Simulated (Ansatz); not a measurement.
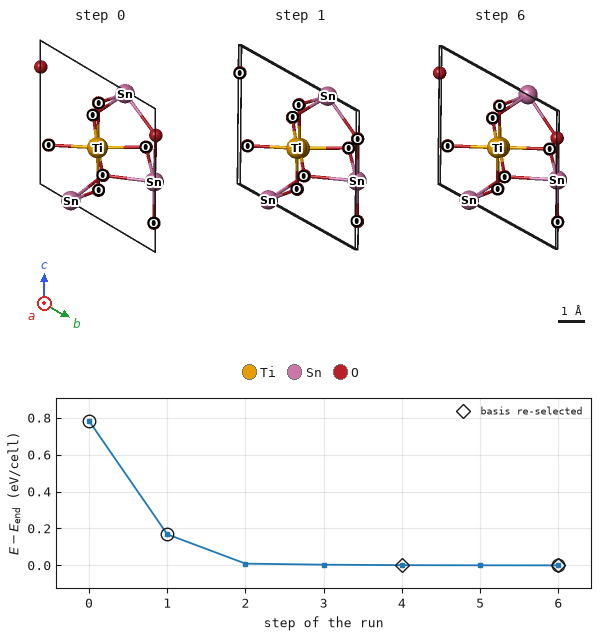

Frames of a relaxation of solid TiSn₃O₈ (a generated structure, set up in P1) (coarse preliminary run), marked on the history of the run. The picture is a ball-and-stick view of the cell of the calculation, seen along the a axis.

Theory: Ansatz, DFT PBE, scalar-relativistic, plane waves, PAW.

Input file:
```yaml
crystal:
  lattice:
    - [-3.1970097336, -3.3476549337, 3.2786943674]
    - [-3.2094468657, 3.4298645497, -3.2082931914]
    - [3.2844185167, -3.5681155124, -3.4167275359]
  atoms:
    - { symbol: Ti, position: [0.9955852382, 0.4979219924, 0.4891278663] }
    - { symbol: Sn, position: [0.2699611407, 0.2649925697, 0.0087832427] }
    - { symbol: Sn, position: [0.7273117032, 0.7380400422, -0.019725151] }
    - { symbol: Sn, position: [0.4903722997, -0.0094130043, 0.4868797288] }
    - { symbol: O, position: [0.2365016367, 0.5460099517, 0.3187844181] }
    - { symbol: O, position: [0.7663033329, 0.0734539922, 0.3051555996] }
    - { symbol: O, position: [0.6979457368, 0.5064357253, 0.1971450278] }
    - { symbol: O, position: [0.1844388496, 0.9881386999, 0.1973438825] }
    - { symbol: O, position: [0.2354266071, 0.9207243795, 0.6947832535] }
    - { symbol: O, position: [0.7710753595, 0.4623482403, 0.6992591729] }
    - { symbol: O, position: [0.3083591518, 0.5064902718, 0.8052815073] }
    - { symbol: O, position: [0.816718944, 0.0048571393, 0.8171814516] }
basis:
  ecutwfc: 420
kpoints:
  mp_grid: { grid: [4, 4, 4] }
hamiltonian:
  xc: pbe
scf:
  occupations: { method: gaussian, width: 0.1 }
  lower_state_search: "off"
output:
  forces: true
  stress: true
  eigenvalues: true
relax:
  adjacent_minimum: "off"
  f_tol: 0.025
  max_steps: 60
  cell: { stress_tol: 0.25 }
```

Launched with:
```bash
ansatz run input.yaml --threads 4 --pin off --max-ram 8192MiB --backend cpu --events-out ev --progress --plain --runs-dir out
```

### What happens along the run?

Sn3 moves most relative to the cell: 0.11 Å along [2 1 2]. Largest moves by element: Sn 0.11 Å, O 0.08 Å, Ti 0.05 Å. The volume changes by −1.0 %, with a 5.673 → 5.739 Å (+1.2 %), b 5.688 → 5.739 Å (+0.9 %), c 5.932 → 5.742 Å (−3.2 %), α 110.5° → 107.8°, β 106.9° → 107.9°, γ 111.3° → 112.8°. Near-neighbour distances that change, for instance: Sn4–O12 2.225 → 2.054 Å, Sn2–O8 2.227 → 2.074 Å, Sn3–O11 1.948 → 2.081 Å, Ti1–O11 2.147 → 2.025 Å. Among the angles between lasting bonds that change: O7–Sn3–O12 171.6° → 179.1°, Sn2–O5–Sn4 118.5° → 125.3°, O7–Sn3–O8 93.4° → 99.8°. The space group (tolerance 0.01 Å) goes from P1 (No. 1) to Immm (No. 71). Over 4 accepted moves (6 points after the start) the energy falls by 0.784 eV per cell of the calculation. The largest force component goes from 2.5 to 0.0044 eV/Å. Pressure: 0.43 GPa at the start and 0.02 GPa at the end. The SCF was repeated twice at an unchanged geometry on a basis and grid sized afresh for the cell, which shifted the energy by 2.7 meV per cell of the calculation at most. From step 0 to 1: O12 moves most (0.11 Å), volume −0.7 %, energy −0.615 eV per cell of the calculation. From step 1 to 6: Sn3 moves most (0.08 Å), volume −0.3 %, energy −0.168 eV per cell of the calculation.

```csv
step,"E − E(0), meV/atom","largest force component, eV/Å","pressure, GPa","volume, Å³/atom",note
0,0.00,2.5078,0.43,12.222,
1,-51.28,1.0391,0.32,12.137,
2,-64.54,0.1980,0.41,12.079,
3,-65.00,0.0216,-0.03,12.105,
4,-65.23,0.0243,-0.02,12.105,"same geometry, new basis"
5,-65.29,0.0043,0.02,12.106,
6,-65.31,0.0044,0.02,12.106,"same geometry, new basis"
```
